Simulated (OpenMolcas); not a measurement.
# Ru⁵⁺ among point charges: CASSCF and CASPT2 levels and susceptibility

How does a field of 6 point charges split the states of Ru⁵⁺, and what χT follows?

Method: state-averaged CASSCF and CASPT2, spin-orbit coupling by RASSI with atomic mean-field integrals. Code: OpenMolcas 26.06.

## (1) What is computed

* Species: Ru⁵⁺ (ruthenium, Z = 44, 39 electrons)
* Basis: ANO-RCC-VDZP [6s5p3d1f], 43 functions
* Scalar Hamiltonian: DKH2, point nucleus
* Inactive shells: 1s 2s 2p 3s 3p 3d 4s 4p
* Active space: 3 electrons in 5 orbitals (4d)
* Some configurations of this space: 4d3
* Orbitals: optimised for each spin and parity, averaged over all roots

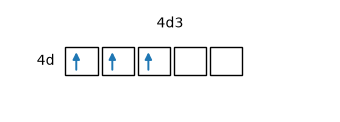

Occupation of the outer shells (arrows by Hund's rule).

The ion sits among 6 point charges of -1.7 e arranged as a trigonal antiprism (D3d), 2 Å from the ion, with a polar angle of 46.0° against the regular 54.74°.

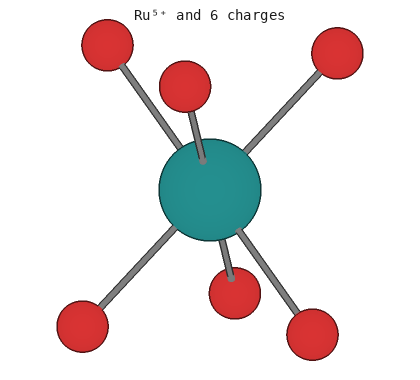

The ion and the point charges (red).

Each step is its own input file, run in one work folder so that later steps find the files of earlier ones. Labels, J, g values, rates, χT and fits are worked out afterwards by a script from the matrices that RASSI stores. The input lists half of the charges; inversion (Group=XYZ) makes the rest.

## (2) One- and two-electron integrals

The input, a.inp:

```
&GATEWAY
Coord
1

Ru 0.0 0.0 0.0
Basis=ANO-RCC-VDZP
Group=XYZ
NoMove
AngMom=0.0 0.0 0.0
AMFI
XField
3 Angstrom 0
0.000000 1.438144 1.389871 -1.700000
1.245469 -0.719072 1.389871 -1.700000
1.245469 0.719072 -1.389871 -1.700000
&SEWARD
```

Run with:

```console
OMP_NUM_THREADS=1 MOLCAS_MEM=1689 MOLCAS_PROJECT=a pymolcas a.inp > a.log
```

## (3) Reference wave functions, quartets of even parity, 10 roots

The input, a.inp:

```
&RASSCF
FileOrb=start.orb
Symmetry=1
Spin=4
nActEl=3 0 0
Inactive=9 9
Ras2=5 0
CIRoot=10 10 1
SDav=10
CIMx=300
Iter=120 100
PrWF=0.3
OrbListing=Nothing
MaxOrb=0
>>> COPY $Project.JobIph JOB001
```

start.orb holds the contracted functions of the basis, ordered by shell, or the orbitals of the step before.

## (4) Reference wave functions, doublets of even parity, 40 roots

The input, a.inp:

```
&RASSCF
FileOrb=start.orb
Symmetry=1
Spin=2
nActEl=3 0 0
Inactive=9 9
Ras2=5 0
CIRoot=40 40 1
SDav=40
CIMx=300
Iter=120 100
PrWF=0.3
OrbListing=Nothing
MaxOrb=0
>>> COPY $Project.JobIph JOB002
```

## (5) RASSI: spin-orbit coupling between the states

The input, a.inp:

```
&RASSI
NrOfJobIphs=2 10 40
1 2 3 4 5 6 7 8 9 10
1 2 3 4 5 6 7 8 9 10 11 12 13 14 15 16 17 18 19 20 21 22 23 24 25 26 27
28 29 30 31 32 33 34 35 36 37 38 39 40
IphNames
JOB001
JOB002
EJob
SpinOrbit
DIPRint=1.0
SOCoupling=1000.0
Subsets=2
Property=9
'ANGMOM' 1 'ANGMOM' 2 'ANGMOM' 3 'MLTPL  1' 1 'MLTPL  1' 2 'MLTPL  1' 3
'AMFI' 1 'AMFI' 2 'AMFI' 3
SOProperty=3
'ANGMOM' 1 'ANGMOM' 2 'ANGMOM' 3
```

## (6) CASPT2: IPEA 0.25, imaginary shift 0.1 (closed shells correlated: 4s 4p)

The input, a.inp:

```
>>> COPY JOB001 $Project.JobIph
&CASPT2
Multistate=10 1 2 3 4 5 6 7 8 9 10
NoMult
Frozen=8 6
IPEA=0.25
Imaginary=0.1
MaxIter=60
WThr=0.0 0.3 0.05
PrWF=0.5
NoMix
>>> COPY JOB002 $Project.JobIph
&CASPT2
Multistate=40 1 2 3 4 5 6 7 8 9 10 11 12 13 14 15 16 17 18 19 20 21 22
23 24 25 26 27 28 29 30 31 32 33 34 35 36 37 38 39 40
NoMult
Frozen=8 6
IPEA=0.25
Imaginary=0.1
MaxIter=60
WThr=0.0 0.3 0.05
PrWF=0.5
NoMix
```

(Steps that only read results are left out.)

Before running it: what results should come out? Wanted: spin-free ground state; first state of the same spin within the active space; lowest level; next level.

**Answer**, as computed:

| quantity | value |
| --- | --- |
| method | SS-CASPT2, IPEA 0.25, imaginary shift 0.1 (closed shells correlated: 4s 4p) |
| spin-free ground state | 4A2, 1-fold in its orbital part |
| first state of the same spin within the active space | 4E at 4230 cm⁻¹ |
| lowest level | 2-fold E1/2, g = 1.83, 1.99, 1.99 |
| next level | 595.4 cm⁻¹ |
| χT at 300 K | 0.58 cm³ K/mol |
| effective moment at 300 K | 2.15 μB |

Cost by method:

| method | time of its own steps | time with the reference |
| --- | --- | --- |
| A. CASSCF | 8.7 s | 8.7 s |
| B. SS-CASPT2, IPEA 0.25, imaginary shift 0.1, +4s 4p | 2.7 s | 11 s |

Times are of one thread on a shared host.

What this shows: The spin-free ground state (4A2) comes to 96 % from free-ion F terms and keeps the highest spin of the shell. χT at 300 K is 0.58, against 1.88 cm³ K/mol for the spin alone, so spin-orbit coupling lowers it. CASPT2 does not keep the components of a term degenerate, and the means are used. The field of point charges can differ much from that of real complexes. This is an electrostatic model: the charges have no orbitals.
